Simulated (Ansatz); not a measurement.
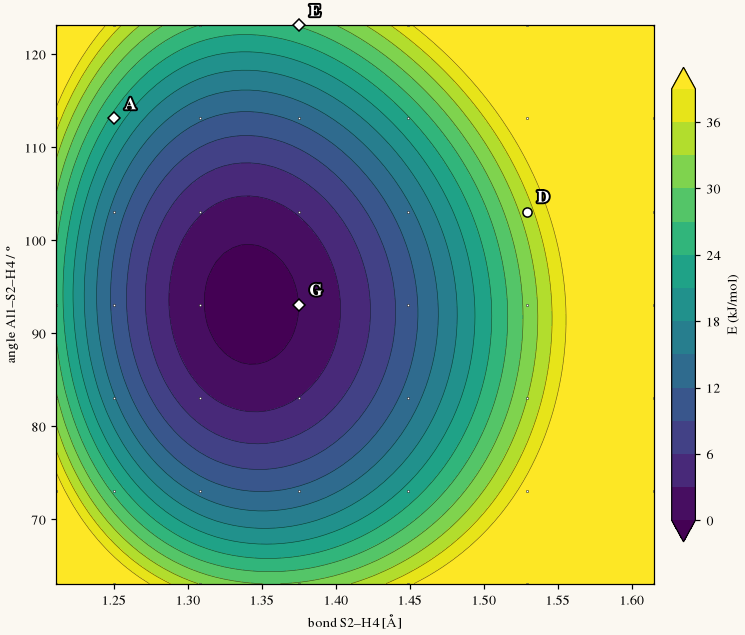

AlH₂S, SMILES [AlH][SH], spin multiplicity 2. 
- Two internal coordinates are moved rigidly from the geometry relaxed at PBE0-D4/def2-TZVP, all others fixed.
- The first coordinate is: bond S2–H4; the second: angle Al1–S2–H4.
- Grid: 7 × 7 points.
- Points are written as (first, second).
- Energies are in kJ/mol, from the lowest grid point.
- Level of theory: UHF-CCSD(T), frozen core/def2-TZVPP in Ansatz.

Drawn: filled contours, dots at the grid points, one colour for all values above the top of the scale, lettered points. Between grid points the surface is interpolated.

**What kind of point is each of A, D, G: minimum, saddle, maximum or slope?**

A: on a slope; D: on a slope; G: minimum. (In these two coordinates alone; a stationary point may lie a little off the grid point.)

**Rank the lettered points by energy, lowest first.**

G (0 kJ/mol), A (23 kJ/mol), E (27 kJ/mol), D (35 kJ/mol).
